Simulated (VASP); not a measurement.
Energy against volume of PbSe (rock salt). Level of theory: PBE GGA, VASP's PBE PAW potentials (set 64) (plane waves; VASP 6.6.1).

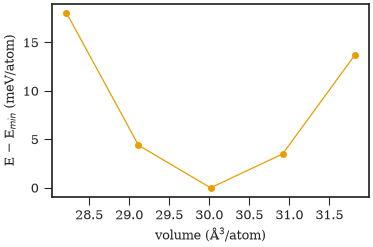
Fig. 1. Energy against volume

Task: Estimate the equilibrium volume and the bulk modulus.

Result: The minimum lies near 30.0 Å³/atom, and the curvature gives B0 of about 46 GPa.

Measured: a 6.105 Å at 120 K (computed value off by +1.8 %), as given by Noda, Masumoto, Ohba, Saito, Toriumi, Iwata, Shibuya, Acta Cryst. C 43, 1443 (1987), by a structure database's card. The calculation is for a static lattice, while the measured a holds thermal and zero-point effects, which are part of the difference.

The compound is PbSe in the rock salt structure. It was relaxed first.
